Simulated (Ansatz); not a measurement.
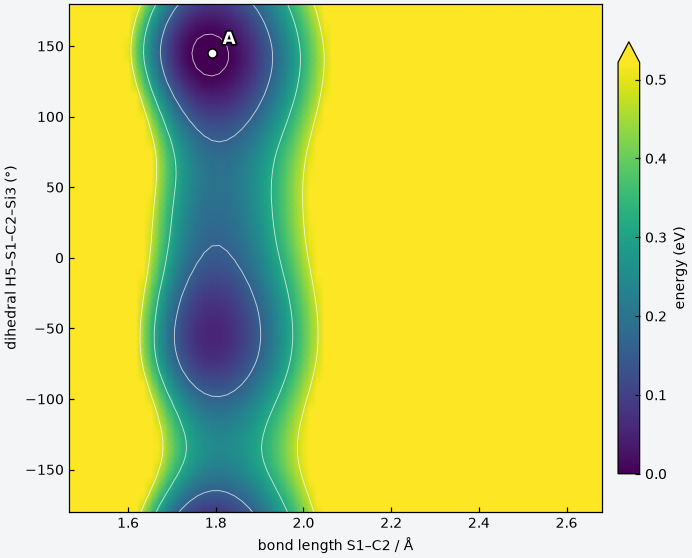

CH5AsSSi, SMILES SC1[SiH2][AsH]1. The first coordinate is: bond length S1–C2; the second: dihedral H5–S1–C2–Si3. Nothing is relaxed (all other coordinates rigid). The grid has 11 × 10 points. Points are written as (first, second). Energies: eV, counted from the lowest grid point. The reference is spin-restricted, which grows unreliable where a bond is stretched far. Level of theory: RKS PBE0-D4/def2-SVP in Ansatz.

The picture shows a smooth colour map with a few white contour lines, one colour for all values above the top of the scale, the point A. Between grid points the surface is interpolated.

> Find the lowest pass out of the well at A.

The easiest path leads from the well at about (1.79 Å, 145°) to the well at about (1.79 Å, −55°), about 0.074 eV higher. Its highest point lies about 0.22 eV above the bottom of the first well on the interpolated surface, at about (1.81 Å, 55°). Seen from the upper well the barrier is about 0.14 eV. The start is the relaxed structure and all else is held, so a fully relaxed path at this level can only be lower.

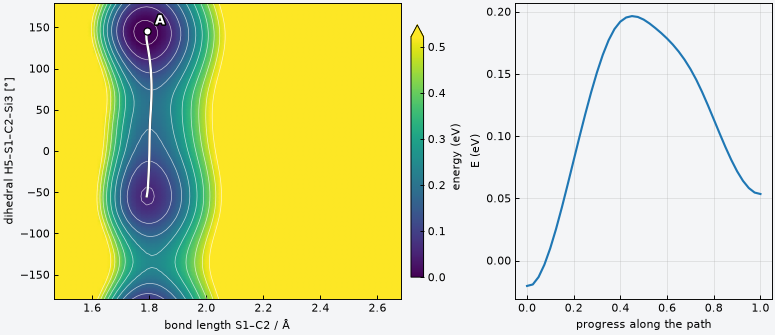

In the figure: a smooth colour map with a few white contour lines, a line along the lowest path, one colour for all values above the top of the scale, the energy along the path at the right. Between grid points the surface is interpolated.
